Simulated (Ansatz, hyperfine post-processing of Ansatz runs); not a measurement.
## Cu (Copper): the spin part of the Knight shift

Wanted: spin susceptibility and spin part of the Knight shift of Cu (Copper), from the response to a Zeeman field.

**The experiment.** The 63Cu shift is 2380 ppm, in “Spin and orbital magnetic response in metals: susceptibility and NMR shifts” (2007; arXiv:0707.1531), quoting earlier work.

Main program and level: Ansatz 0.2.0; DFT, PBE, plane-wave PAW, default files (PAW set soft_2), collinear spin, scalar-relativistic.

## 1. The starting structure

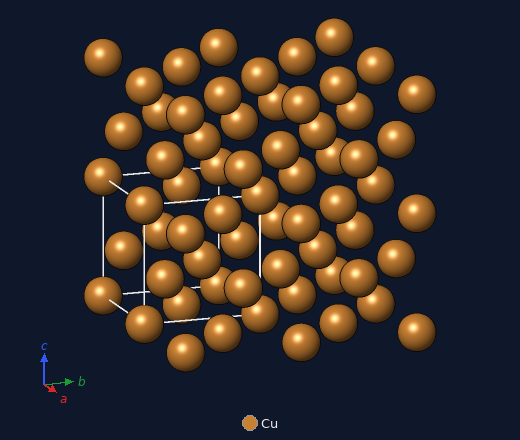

The cell as given, slightly off an axis (copper orange). 2×2×2 cells are drawn. This picture shows the conventional cell, with its axes. Some periodic images of atoms are drawn too.

Structure file:

```cif
data_structure
_symmetry_space_group_name_H-M 'Fm-3m'
_symmetry_Int_Tables_number 225
_cell_length_a 3.6150
_cell_length_b 3.6150
_cell_length_c 3.6150
_cell_angle_alpha 90.000
_cell_angle_beta 90.000
_cell_angle_gamma 90.000
_cell_volume 47.24
loop_
_atom_site_label
_atom_site_type_symbol
_atom_site_symmetry_multiplicity
_atom_site_Wyckoff_symbol
_atom_site_fract_x
_atom_site_fract_y
_atom_site_fract_z
_atom_site_occupancy
Cu1 Cu 4 a 0.00000 0.00000 0.00000 1
```

The cell is an entry of the Crystallography Open Database.

## 2. Applying a field to the spins

A field acting on the spins alone polarises the electrons at the Fermi level, and through exchange the cores. The spin density that this leaves at a nucleus gives the contact field (2μ₀/3) μB ρ_s, and its ratio to B is the isotropic contact shift K; the spin-dipolar anisotropy is not included. The field, 300 T, is far above laboratory fields so that the moment stands clear of numerical noise; it splits the spins by 35 meV, against a smearing of 100 meV. The net moment comes from states near the Fermi level, so the mesh must be dense.

The input, input.yaml:

```yaml
crystal:
  lattice:
    - [0.0, 1.8075, 1.8075]
    - [1.8075, 0.0, 1.8075]
    - [1.8075, 1.8075, 0.0]
  atoms:
    - { symbol: Cu, position: [0.0, 0.0, 0.0] }
kpoints:
  mp_grid: { grid: [31, 31, 31] }
scf:
  lower_state_search: "off"
  occupations: { method: fermi_dirac, width: 0.1 }
  convergence: { dr2_threshold: 1.0e-10 }
hamiltonian:
  xc: pbe
output:
  efg: { contact_densities: true, quadrupole_moments_barn: { Cu: -0.22 } }
  forces: true
  dos: { de: 0.02 }
  write_density: true
  write_potential: true
  elf: true
  volumetric_format: npy
magnetization:
  spin_polarized: true
  magnetic_field: 300
```

Run with:

```console
> ansatz run input.yaml --threads 2 --pin off --max-ram 4096MiB --backend cpu --events-out ev --progress --plain --runs-dir out
```

Numbers of over 12 decimals in the logs are rounded to 6 here.

The program printed:

```text
[a pick of lines, long numbers rounded; other set-up, energy and force rows are left out]
Functional definition: PBE
Basis set: ecut = 420 eV, 259 PW (Γ), exchange–correlation on 36×36×36 points (8 copies of the dense FFT grid, shifted against one another)
Symmetry: 48 space group operations
k-points: 816 of 29791
SCF iter   1: F=—  HF=-6626.094810 eV  |F-HF|=—  |Δ(HF+E_count)|=         —  Δρ=1.32e-1 (↑1.30e-1 ↓1.32e-1)  dr2=4.97e0  dr2_m=1.03e-4  M=0.008 μB ∫|m|=0.008 μB  β_m=1.00  ethr=3.10e-3  ⟨swp⟩=5.3  Hψ=111848  notcnv=0
preconditioner: auto → none  [metal: Δε(μ)=0.004 eV  Ē_g=15.862 eV  σ=0.100 eV  W_gap=0.01  n_scr=0 (ndim 8)  ℏωp=35.8 eV  f_vac=0.000  D(μ)=0.46/eV (n_scr^D=0)]
SCF iter   2: F=—  HF=-6625.097702 eV  |F-HF|=—  |Δ(HF+E_count)|=   9.97e-1  Δρ=6.54e-2 (↑6.54e-2 ↓2.05e-2)  dr2=2.27e-1  dr2_m=1.18e-1  M=0.418 μB ∫|m|=0.418 μB  ethr=3.10e-3  ⟨swp⟩=2.8  Hψ=61133  notcnv=0  defer=141
SCF iter   3: F=—  HF=-6625.378501 eV  |F-HF|=—  |Δ(HF+E_count)|=         —  Δρ=7.10e-2 (↑2.23e-2 ↓7.10e-2)  dr2=3.44e-1  dr2_m=1.09e-1  M=0.053 μB ∫|m|=0.053 μB  β_m=0.30  ethr=1.20e-3  ⟨swp⟩=2.0  Hψ=41303  notcnv=0  defer=277
SCF iter   4: F=—  HF=-6625.228607 eV  |F-HF|=—  |Δ(HF+E_count)|=         —  Δρ=2.89e-2 (↑2.79e-2 ↓2.89e-2)  dr2=2.57e-1  dr2_m=3.76e-5  M=0.006 μB ∫|m|=0.006 μB  β_m=1.00  ethr=1.20e-3  ⟨swp⟩=5.4  Hψ=106627  notcnv=0
SCF iter   5: F=—  HF=-6625.192425 eV  |F-HF|=—  |Δ(HF+E_count)|=   3.62e-2  Δρ=7.24e-3 (↑7.08e-3 ↓7.24e-3)  dr2=6.81e-3  dr2_m=1.26e-6  M=0.006 μB ∫|m|=0.006 μB  β_m=0.30  ethr=1.20e-3  ⟨swp⟩=2.0  Hψ=42988  notcnv=0  defer=204
SCF iter   6: F=—  HF=-6625.182404 eV  |F-HF|=—  |Δ(HF+E_count)|=   1.00e-2  Δρ=5.68e-3 (↑5.68e-3 ↓5.62e-3)  dr2=1.24e-2  dr2_m=1.30e-7  M=0.006 μB ∫|m|=0.006 μB  β_m=1.00  ethr=3.58e-5  ⟨swp⟩=2.0  Hψ=45286  notcnv=0  defer=204
SCF iter   7: F=—  HF=-6625.178454 eV  |F-HF|=—  |Δ(HF+E_count)|=   3.95e-3  Δρ=8.61e-4 (↑8.32e-4 ↓8.61e-4)  dr2=1.80e-4  dr2_m=2.49e-8  M=0.006 μB ∫|m|=0.006 μB  β_m=0.30  ethr=3.58e-5  ⟨swp⟩=2.5  Hψ=35952  notcnv=0  defer=204
SCF iter   8: F=—  HF=-6625.178469 eV  |F-HF|=—  |Δ(HF+E_count)|=   1.47e-5  Δρ=7.38e-4 (↑7.32e-4 ↓7.38e-4)  dr2=1.38e-4  dr2_m=2.12e-9  M=0.006 μB ∫|m|=0.006 μB  β_m=1.00  ethr=9.47e-7  ⟨swp⟩=1.0  Hψ=23848  notcnv=0  defer=204
SCF iter   9: F=—  HF=-6625.178473 eV  |F-HF|=—  |Δ(HF+E_count)|=   4.02e-6  Δρ=6.98e-5 (↑6.98e-5 ↓5.86e-5)  dr2=1.03e-6  dr2_m=3.71e-9  M=0.006 μB ∫|m|=0.006 μB  β_m=1.00  ethr=7.25e-7  ⟨swp⟩=1.0  Hψ=22644  notcnv=0  defer=204
SCF iter  10: F=—  HF=-6625.178473 eV  |F-HF|=—  |Δ(HF+E_count)|=   3.10e-7  Δρ=5.10e-5 (↑5.10e-5 ↓4.15e-5)  dr2=5.67e-7  dr2_m=2.54e-9  M=0.006 μB ∫|m|=0.006 μB  β_m=1.00  ethr=5.43e-9  ⟨swp⟩=1.0  Hψ=22794  notcnv=0  defer=204
SCF iter  11: F=—  HF=-6625.178473 eV  |F-HF|=—  |Δ(HF+E_count)|=   1.52e-8  Δρ=8.46e-6 (↑1.62e-6 ↓8.46e-6)  dr2=7.11e-9  dr2_m=1.68e-9  M=0.006 μB ∫|m|=0.006 μB  β_m=1.00  ethr=2.98e-9  ⟨swp⟩=1.0  Hψ=22714  notcnv=0  defer=204
SCF iter  12: F=—  HF=-6625.178473 eV  |F-HF|=—  |Δ(HF+E_count)|=   4.84e-8  Δρ=4.27e-6 (↑1.66e-6 ↓4.27e-6)  dr2=4.13e-10  dr2_m=9.46e-10  M=0.006 μB ∫|m|=0.006 μB  β_m=1.00  ethr=3.74e-11  ⟨swp⟩=1.7  Hψ=30115  notcnv=0  defer=204
SCF iter  13: F=—  HF=-6625.178473 eV  |F-HF|=—  |Δ(HF+E_count)|=   2.88e-8  Δρ=3.44e-6 (↑1.10e-6 ↓3.44e-6)  dr2=3.48e-10  dr2_m=5.54e-10  M=0.006 μB ∫|m|=0.006 μB  β_m=0.30  ethr=2.17e-12  ⟨swp⟩=2.0  Hψ=38242  notcnv=0  defer=204
SCF iter  14: F=—  HF=-6625.178473 eV  |F-HF|=—  |Δ(HF+E_count)|=   1.88e-8  Δρ=3.46e-6 (↑2.87e-6 ↓3.46e-6)  dr2=2.03e-11  dr2_m=1.08e-9  M=0.006 μB ∫|m|=0.006 μB  β_m=0.65  ethr=1.83e-12  ⟨swp⟩=2.4  Hψ=37890  notcnv=0  defer=204
SCF iter  15: F=—  HF=-6625.178473 eV  |F-HF|=—  |Δ(HF+E_count)|=   2.17e-8  Δρ=6.82e-6 (↑2.07e-6 ↓6.82e-6)  dr2=5.04e-9  dr2_m=6.19e-10  M=0.006 μB ∫|m|=0.006 μB  β_m=0.56  ethr=1.00e-12  ⟨swp⟩=2.5  Hψ=41357  notcnv=0  defer=204
SCF iter  16: F=—  HF=-6625.178473 eV  |F-HF|=—  |Δ(HF+E_count)|=   1.09e-9  Δρ=4.00e-6 (↑4.00e-6 ↓2.12e-7)  dr2=1.08e-9  dr2_m=4.15e-10  M=0.006 μB ∫|m|=0.006 μB  β_m=0.57  ethr=1.00e-12  ⟨swp⟩=2.0  Hψ=38589  notcnv=0  defer=204
SCF iter  17: F=-6625.178473 eV  HF=-6625.178473 eV  |F-HF|=9.73e-11  |Δ(HF+E_count)|=  1.05e-10  Δρ=1.30e-6 (↑1.30e-6 ↓7.65e-8)  dr2=9.80e-11  dr2_m=5.02e-11  M=0.006 μB ∫|m|=0.006 μB  β_m=0.78  ethr=1.00e-12  ⟨swp⟩=4.0  Hψ=101902  notcnv=0
SCF iter  18: F=-6625.178473 eV  HF=-6625.178473 eV  |F-HF|=2.73e-12  |Δ(HF+E_count)|=  3.64e-12  Δρ=2.13e-7 (↑2.13e-7 ↓2.53e-8)  dr2=2.28e-12  dr2_m=1.54e-12  M=0.006 μB ∫|m|=0.006 μB  β_m=0.89  ethr=1.00e-12  ⟨swp⟩=3.6  Hψ=90682  notcnv=0
SCF iter  19: F=-6625.178473 eV  HF=-6625.178473 eV  |F-HF|=9.09e-13  |Δ(HF+E_count)|=  9.09e-13  Δρ=2.15e-8 (↑2.15e-8 ↓4.40e-9)  dr2=1.92e-14  dr2_m=1.79e-14  M=0.006 μB ∫|m|=0.006 μB  ethr=1.00e-12  ⟨swp⟩=3.0  Hψ=78533  notcnv=0
SCF converged after 19 iterations
Magnetization: 0.0063 μB (9.5031 up, 9.4969 down)
Absolute magnetization: 0.0063 μB (∫|ρ↑−ρ↓|, with the PAW one-centre terms)
Per-site moments (μB) at R_I (Å): [(0.00468942, 1.054429)]
Free energy (F): -6625.178473 eV
Fermi energy:    16.788449 eV
--- Forces (eV/Å), atoms counted from 1 ---
--- PAW observables at the nuclei: V_zz in 10²¹ V/m², potentials from the cell's mean, atoms counted from 1 ---
  atom   1  Cu V_zz =    +0.000000   η = 0.0000   by run symmetry: forbidden   C_q = -0.0000 MHz
            electrostatic potential = -3761.822193 V   contact ρ = 147562.076713 e/Å³   contact ρ_s (e/Å³): all electrons +0.062671, valence +0.071348
--- Band table (eV; the first three rows and the last of 1632) ---
  k-point 0 ↑: bands = ["-95.8304", "-53.1421", "-53.1421", "-53.1421", "7.3371", "13.7441", "13.7441", "13.7441", "14.5774", "14.5774", "39.3540", "41.8537", "41.8537", "41.8537"]
  k-point 1 ↑: bands = ["-95.8302", "-53.1432", "-53.1422", "-53.1422", "7.3751", "13.7358", "13.7516", "13.7516", "14.5743", "14.5743", "39.1770", "41.1610", "41.7150", "41.7150"]
  k-point 2 ↑: bands = ["-95.8298", "-53.1464", "-53.1427", "-53.1427", "7.4889", "13.7116", "13.7731", "13.7731", "14.5660", "14.5660", "38.3749", "40.3733", "41.3887", "41.3887"]
  k-point 815 ↓: bands = ["-95.7732", "-53.1764", "-53.1736", "-53.1447", "12.6541", "13.2016", "13.3245", "14.5745", "15.3317", "22.7580", "22.9901", "25.1369", "25.7285", "44.2445"]
```

The job ended after 34 s (2 threads of Arm Neoverse N1, shared host; peak memory 0.53 GiB).

The moment is 0.00627 μB a cell, a spin susceptibility of 11.7 × 10⁻⁶ emu per mole of atoms. With 7.769 T for 1 e/Å³:

| site | nucleus | contact shift (ppm) | from valence states | rest (mostly cores) |
| --- | --- | --- | --- | --- |
| Cu | 63Cu | 1620 | 1850 | -225 |

The split depends on the files: semicore shells that they treat as valence count in the first part.

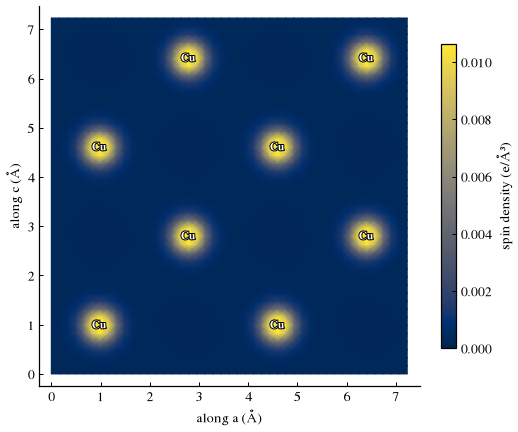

Spin density in the ac plane of the conventional cell at fractional y = 0.000, with atoms of Cu within 0.2 Å of it. The map starts off the cell's origin, so that atoms lie inside it.

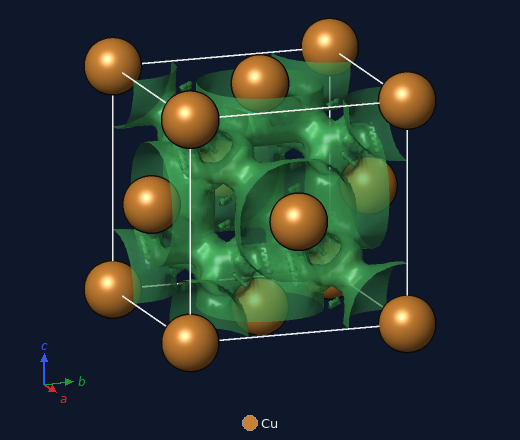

Surface of spin density = 3.1e-4 e/Å³, which holds about 70 % of the integral of its size.

## 3. Is the response linear?

The shift is a ratio that holds only while the moment grows in step with the field, so the field is doubled.

Edit input.yaml of step 2 so:

```diff
@@ -18,9 +18,4 @@
   forces: true
-  dos: { de: 0.02 }
-  write_density: true
-  write_potential: true
-  elf: true
-  volumetric_format: npy
 magnetization:
   spin_polarized: true
-  magnetic_field: 300
+  magnetic_field: 600
```

The program printed:

```text
[a pick of lines, long numbers rounded; other set-up, energy and force rows are left out]
[...]
Basis set: ecut = 420 eV, 259 PW (Γ), exchange–correlation on 36×36×36 points (8 copies of the dense FFT grid, shifted against one another)
[... 1 set-up line as in the run before ...]
k-points: 816 of 29791
[...]
SCF converged after 18 iterations
Magnetization: 0.0125 μB (9.5063 up, 9.4937 down)
Absolute magnetization: 0.0125 μB (∫|ρ↑−ρ↓|, with the PAW one-centre terms)
Per-site moments (μB) at R_I (Å): [(0.00936437, 1.054429)]
Free energy (F): -6625.178636 eV
Fermi energy:    16.788694 eV
--- Forces (eV/Å), atoms counted from 1 ---
[...]
atom   1  Cu V_zz =    -0.000000   η = 0.0000   by run symmetry: forbidden   C_q = +0.0000 MHz
[...]
```

Run time: 28 s. Hardware: 2 threads; peak memory 0.51 GiB.

The moment goes from 0.00627 to 0.0125 μB, a factor of 2.00, and the shift of Cu from 1620 to 1620 ppm. The response is linear on all sites, to 3 % of the larger of shift and valence part or 3 ppm; the largest move is -3 ppm, on Cu.

## 4. Other settings

Each row names what differs in the settings from the first run, the PAW files staying the same unless named (PBE, default files (PAW set soft_2), mesh 31×31×31, fermi dirac smearing of 0.1 eV, cutoff 420 eV, 300 T). Shifts in ppm; times on 2 threads of Arm Neoverse N1, shared host.

| run | time | χ_s (10⁻⁶ emu/mol) | Cu |
| --- | --- | --- | --- |
| first run | 34 s | 11.7 | 1620 |
| fermi dirac 0.15 eV | 30 s | 11.3 | 1540 |
| mesh 38×38×38 | 53 s | 11.2 | 1540 |
| fermi dirac 0.05 eV | 29 s | 13.0 | 1850 |
| PBEsol | 28 s | 11.7 | 1620 |
| 2000 T | 22 s | 11.5 | 1590 |

## 5. Against experiment

| nucleus | measured total shift (ppm) | calculated spin part (ppm) |
| --- | --- | --- |
| 63Cu | 2380 | 1620 |

## 6. Summary of results

| Quantity | Value |
| --- | --- |
| 63Cu contact shift | 1620 ppm |
| spin susceptibility | 11.7 × 10⁻⁶ emu per mole of atoms |

What this shows: The spin part of the Knight shift is 1620 ppm on Cu in the first run. Against the measured 2380 ppm the spin part stands at 68 %, a figure no surer than the sampling error below. Widening the smearing to 0.15 eV changes the shift of Cu by -5 %. The finer mesh 38×38×38 changes the shift of Cu by -5 %; at least one site moves by over 5 %, so the first run is not converged in the mesh. Narrowing the smearing to 0.05 eV on the same mesh changes the shift of Cu by +14 %; a narrower smearing also needs a finer mesh, so this mixes a real change with noise. Another functional changes the shift of Cu by +0.1 % (PBEsol). Over the rows of this table on the first cell the shift spans 1540 to 1850 ppm on Cu. 1 further run of this session (failed, refused or on trial settings) is not shown. The orbital shift is left out; on d- and f-block metals such as Cu it can be large.

[Logs are printed without paths, hosts, clocks, repeated set-up lines and the standing remarks that a program may print on its own settings, such as how far it seeks lower states.]

[Hosts, paths, dates, database ids (printed as entryN), source tags and the programs' standing remarks are cut or masked in the printed files.]
